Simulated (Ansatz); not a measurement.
HfO2 (fluorite), generalised stacking-fault energy along a line

HfO$_{2}$ (fluorite) is sheared across one {100} plane: the third cell vector gains the shift, so faults repeat every 7.6 Å. The cut lies between planes 1.26 Å apart; the cell height is held.

```
CELL_PARAMETERS angstrom
      3.57688     0.00000     0.00000
      0.00000     3.57688     0.00000
      1.78844     1.78844     7.58770
ATOMIC_POSITIONS crystal
  Hf 0.00000 0.00000 0.91667
  Hf 0.33333 0.33333 0.25000
  Hf 0.66667 0.66667 0.58333
  O  0.91667 0.41667 0.08333
  O  0.25000 0.75000 0.41667
  O  0.58333 0.08333 0.75000
  O  0.41667 0.91667 0.08333
  O  0.75000 0.25000 0.41667
  O  0.08333 0.58333 0.75000
```

In-plane vectors a = (3.577, 0.000) Å, b = (0.000, 3.577) Å, area 12.79 Å². The shift is s times the vector a + b (length 5.058 Å), so s = 1 restores the start. The shift is rigid: no atom relaxes. γ = [E(shift) − E(0)] / area.

Calculation: r2SCAN (plane waves to 500 eV, PAW, scalar-relativistic; Ansatz, a program for electronic structure). k mesh 8×8×8 (Γ-centred), Fermi-Dirac smearing 0.05 eV. Energies are extrapolated to zero smearing. Faults lie only 7.6 Å apart, and holding the cell height and the atoms raises γ above its relaxed value. Left out: 5 of 12 points, with atoms too close for the PAW data. HfO2 is run without spin polarisation. HfO2 was relaxed with its symmetry unable to fall. Spin-orbit coupling is left out, though Hf is heavy. This is a high-temperature form of HfO2. γ is measured from zero shift.

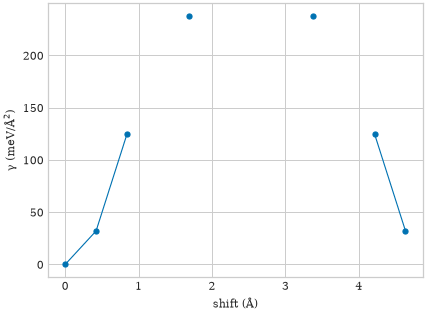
γ (meV/Å²) against shift (Å); one marker a computed point.

(The slope of γ gives the shear force per area between the displaced halves; near zero shift its curvature is an elastic stiffness.)
